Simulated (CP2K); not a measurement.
# CH6GeOS (SMILES SC[O][GeH3]): AM1

What is the vertical ionisation energy of CH6GeOS at AM1? 

Program for the calculation: CP2K 2026.2.

5 further runs of the same task are left out: 2 that didn't finish, 3 set aside as unsound or not needed.

**1. The system as given**

CH6GeOS has 10 atoms, charge 0, and is taken as a singlet. As SMILES, `SC[O][GeH3]`. The shape comes from GFN2-xTB, which is rough for such elements, and wasn't checked as a minimum. This is one conformer, not always the lowest.

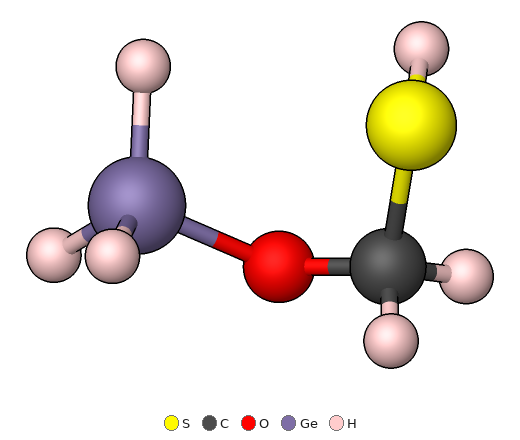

The structure, seen from a chosen angle (sulfur yellow, carbon dark grey, oxygen red, germanium purple, hydrogen pink).

**2. Energy and gradient at AM1**

mol.inp reads:

```
&GLOBAL
   PROJECT_NAME mol
   RUN_TYPE ENERGY_FORCE
   PRINT_LEVEL MEDIUM
&END

&FORCE_EVAL
   METHOD QUICKSTEP
   &DFT
      &QS
         METHOD AM1
         EPS_DEFAULT 1.0E-10
         &SE
            &COULOMB
               CUTOFF [angstrom] 50
               RC_RANGE [angstrom] 0
            &END
            &EXCHANGE
               CUTOFF [angstrom] 50
               RC_RANGE [angstrom] 0
            &END
         &END
      &END
      &POISSON
         PERIODIC NONE
         POISSON_SOLVER ANALYTIC
      &END
      # SCF settings
      &SCF
         SCF_GUESS ATOMIC
         EPS_SCF 1.0E-07
         MAX_SCF 150
         ADDED_MOS 8
         &DIAGONALIZATION
            ALGORITHM STANDARD
         &END
         &MIXING
            METHOD DIRECT_P_MIXING
            ALPHA 0.4
         &END
      &END
      &PRINT
         &MOMENTS
            PERIODIC F
            REFERENCE COM
            MAX_MOMENT 1
         &END
         &MO ON
            ENERGIES T
            OCCUPATION_NUMBERS T
            NDIGITS 6
            &EACH
               QS_SCF 0
            &END
            ADD_LAST NUMERIC
         &END
         &HIRSHFELD OFF
         &END
      &END
   &END
   &SUBSYS
      &CELL
         ABC 12 11 12
         PERIODIC NONE
      &END
      &COORD
         S      0.872560     1.469990    -0.920160
         C      1.253010    -0.207590    -0.305610
         O      0.133710    -0.936660     0.018980
         Ge    -1.301430    -0.250150     0.805380
         H      0.254320     1.078680    -2.032250
         H      1.899570    -0.031940     0.560610
         H      1.813870    -0.736270    -1.080640
         H     -1.993500    -1.525350     1.128920
         H     -0.875180     0.546140     2.001820
         H     -2.056920     0.593140    -0.177050
      &END
      &TOPOLOGY
         &CENTER_COORDINATES
         &END
      &END
   &END
   &PRINT
      &FORCES ON
      &END
   &END
&END
```

Started as:

```bash
$ OMP_NUM_THREADS=1 cp2k.psmp -i mol.inp > mol.out 2>&1
```

Log:

```text
CP2K| version string:                                       CP2K version 2026.2
[...]
 GLOBAL| Method name                                                        CP2K
[...]
 GLOBAL| Run type                                                   ENERGY_FORCE
[...]
                             - Atoms:                                         10
[...]
                             - Spherical basis functions:                     22
[...]
 Number of electrons:                                                         26
[...]
     1 P_Mix/Diag. 0.40E+00    0.0     0.78074027       -24.5000192713 -2.45E+01
[...]
    25 DIIS/Diag.  0.71E-07    0.0     0.00000006       -29.6692423979 -4.97E-14
  *** SCF run converged in    25 steps ***
  Core-core repulsion energy [eV]:                           1623.78981842333405
  Core Hamiltonian energy [eV]:                             -1281.10708514630187
  Two-electron integral energy [eV]:                        -2300.04775380018464
  Electronic energy [eV]:                                   -2431.13096204639396
  Total energy [eV]:                                         -807.34114362306025
  Atomic reference energy [eV]:                               806.04436526182985
  Heat of formation [kcal/mol]:                               -29.90442179584606
[...]
 SE_DIPOLE| Moment [Debye]          0.70802172       0.58564739      -0.11036105
 SE_DIPOLE| Derivative [a.u.]       0.00000000       0.00000000       0.00000000
 ENERGY| Total FORCE_EVAL ( QS ) energy [hartree]            -29.669242397921678
 FORCES| Atomic forces [hartree/bohr]
 FORCES|   Atom     x               y               z               |f|
 FORCES|      1 -2.40178604E-04 -8.36061384E-03 -1.42802681E-03   8.48509341E-03
 FORCES|      2 -2.00907202E-02  2.12794090E-02  3.26448200E-03   2.94466828E-02
 FORCES|      3  5.48152660E-02 -3.69259885E-02 -3.46779650E-02   7.46378139E-02
 FORCES|      4 -4.06668084E-02  3.12923367E-02  2.56344317E-02   5.73596002E-02
 FORCES|      5  5.26898880E-04  4.49904095E-03 -1.76854429E-06   4.52978973E-03
 FORCES|      6  8.69994710E-03  3.39664645E-03  1.58427978E-02   1.83907729E-02
 FORCES|      7  5.51775834E-03 -1.26455588E-02 -1.31005167E-02   1.90257550E-02
 FORCES|      8 -7.03357235E-03 -1.23874310E-02  3.63618553E-03   1.47017493E-02
 FORCES|      9  3.84494941E-03  4.84209280E-03  9.29135285E-03   1.11605885E-02
 FORCES|     10 -5.37354016E-03  5.01006624E-03 -8.46097278E-03   1.12055235E-02
 FORCES| Sum    -8.32667268E-17 -1.45716772E-16  3.60822483E-16
 FORCES| Total atomic force                                       3.97944204E-16
[...]
```

Run time: 0.46 s. Hardware: 1 thread of Arm Neoverse N1, shared host; peak memory 0.14 GiB.

**3. The doublet cation, same level**

gas.inp reads:

```
&GLOBAL
  PROJECT gas
  RUN_TYPE ENERGY_FORCE
  PRINT_LEVEL MEDIUM
&END GLOBAL

&FORCE_EVAL
  METHOD Quickstep
  &DFT
    CHARGE 1
    MULTIPLICITY 2
    UNRESTRICTED_KOHN_SHAM T
    # Quickstep
    &QS
      METHOD AM1
      EPS_DEFAULT 1.0E-10
      &SE
        &COULOMB
          CUTOFF [angstrom] 50
          RC_RANGE [angstrom] 0
        &END COULOMB
        &EXCHANGE
          CUTOFF [angstrom] 50
          RC_RANGE [angstrom] 0
        &END EXCHANGE
      &END SE
    &END QS
    # no periodic images
    &POISSON
      PERIODIC NONE
      POISSON_SOLVER ANALYTIC
    &END POISSON
    # self-consistent field
    &SCF
      SCF_GUESS ATOMIC
      EPS_SCF 1.0E-07
      MAX_SCF 40
      &OT ON
        MINIMIZER CG
        PRECONDITIONER FULL_SINGLE_INVERSE
      &END OT
      &OUTER_SCF
        EPS_SCF 1.0E-07
        MAX_SCF 10
      &END OUTER_SCF
    &END SCF
    # extra output
    &PRINT
      &MOMENTS
        PERIODIC F
        REFERENCE COM
        MAX_MOMENT 1
      &END MOMENTS
      &MO_CUBES
        NLUMO 3
        NHOMO -1
        WRITE_CUBE F
      &END MO_CUBES
      &HIRSHFELD OFF
      &END HIRSHFELD
    &END PRINT
  &END DFT
  &SUBSYS
    &CELL
      ABC [angstrom] 12 11 12
      PERIODIC NONE
    &END CELL
    &COORD
      S      0.872560     1.469990    -0.920160
      C      1.253010    -0.207590    -0.305610
      O      0.133710    -0.936660     0.018980
      Ge    -1.301430    -0.250150     0.805380
      H      0.254320     1.078680    -2.032250
      H      1.899570    -0.031940     0.560610
      H      1.813870    -0.736270    -1.080640
      H     -1.993500    -1.525350     1.128920
      H     -0.875180     0.546140     2.001820
      H     -2.056920     0.593140    -0.177050
    &END COORD
    &TOPOLOGY
      &CENTER_COORDINATES
      &END CENTER_COORDINATES
    &END TOPOLOGY
  &END SUBSYS
  # extra output
  &PRINT
    &FORCES ON
    &END FORCES
  &END PRINT
&END FORCE_EVAL
```

Started as:

```bash
$ OMP_NUM_THREADS=1 cp2k.psmp -i gas.inp -o gas.out
```

Log:

```text
CP2K| version string:                                       CP2K version 2026.2
[...]
 GLOBAL| Method name                                                        CP2K
[...]
 GLOBAL| Run type                                                   ENERGY_FORCE
[...]
                             - Atoms:                                         10
[...]
                             - Spherical basis functions:                     22
[...]
 Number of electrons:                                                         13
[...]
     1 OT CG       0.80E-01    0.0     0.14318092       -25.7092899204 -2.57E+01
[...]
    21 OT CG       0.61E+00    0.0     0.00000007       -29.3352916815 -3.02E-12
  *** SCF run converged in    21 steps ***
  Core-core repulsion energy [eV]:                           1623.78981842333405
  Core Hamiltonian energy [eV]:                             -1238.49620702621087
  Two-electron integral energy [eV]:                        -2367.09498777476529
  Electronic energy [eV]:                                   -2422.04370091359351
  Total energy [eV]:                                         -798.25388249025957
  Atomic reference energy [eV]:                               806.04436526182985
  Heat of formation [kcal/mol]:                               179.65281482124178
[...]
 SE_DIPOLE| Moment [Debye]         -4.06702197      -4.28376130       3.78643318
 SE_DIPOLE| Derivative [a.u.]       0.00000000       0.00000000       0.00000000
 *** WARNING in qs_scf_post_se.F:140 :: Printing of MO cube files not ***
 *** implemented for Semi-Empirical method.                           ***
 ENERGY| Total FORCE_EVAL ( QS ) energy [hartree]            -29.335291681534656
 FORCES| Atomic forces [hartree/bohr]
 FORCES|   Atom     x               y               z               |f|
 FORCES|      1 -1.46069108E-03 -2.48701189E-03 -7.00425598E-03   7.57485633E-03
 FORCES|      2 -3.21625127E-02  6.01849108E-03  1.51734476E-02   3.60677553E-02
 FORCES|      3  7.03874965E-02 -2.58886664E-02 -4.74856173E-02   8.87665847E-02
 FORCES|      4 -5.41737347E-02  2.73073226E-02  3.83451659E-02   7.17693190E-02
 FORCES|      5 -1.04247153E-03  5.05089440E-03 -8.44237040E-04   5.22599438E-03
 FORCES|      6  1.10486330E-02  4.25256964E-03  1.83882356E-02   2.18697016E-02
 FORCES|      7  9.11249130E-03 -1.36502241E-02 -1.67241470E-02   2.34320978E-02
 FORCES|      8 -7.59210990E-03 -1.43406596E-02  3.78677771E-03   1.66623629E-02
 FORCES|      9  6.53735099E-03  6.28093763E-03  9.32460373E-03   1.30052055E-02
 FORCES|     10 -6.54451839E-04  7.45634664E-03 -1.29599732E-02   1.49661724E-02
 FORCES| Sum     3.33066907E-16  1.14491749E-16  4.16333634E-16
 FORCES| Total atomic force                                       5.45321575E-16
[...]
```

It took 2.1 s on 1 thread of Arm Neoverse N1, shared host; peak memory 0.14 GiB.

**4. Summary of results**

Level: AM1.

| quantity | value |
| --- | --- |
| singlet CH6GeOS: total energy | -29.66924 Eh |
| singlet CH6GeOS: dipole moment | 0.93 D |
| singlet CH6GeOS: HOMO energy | -9.42 eV |
| singlet CH6GeOS: LUMO energy | 0.38 eV |
| singlet CH6GeOS: HOMO–LUMO gap | 9.80 eV |
| singlet CH6GeOS: heat of formation at this unrelaxed shape | -29.9 kcal/mol |
| singlet CH6GeOS: largest force on an atom | 3.838 eV/Å |
| doublet cation: total energy | -29.33529 Eh |
| doublet cation: heat of formation at this unrelaxed shape | 179.7 kcal/mol |
| doublet cation: largest force on an atom | 4.565 eV/Å |
| vertical ionisation energy (to the doublet cation) | 9.087 eV |

**Reading.** Removing an electron at fixed nuclei costs 9.09 eV (877 kJ/mol). The largest force (singlet CH6GeOS) is 3.84 eV/Å: the shape isn't a stationary point for this species at this level.
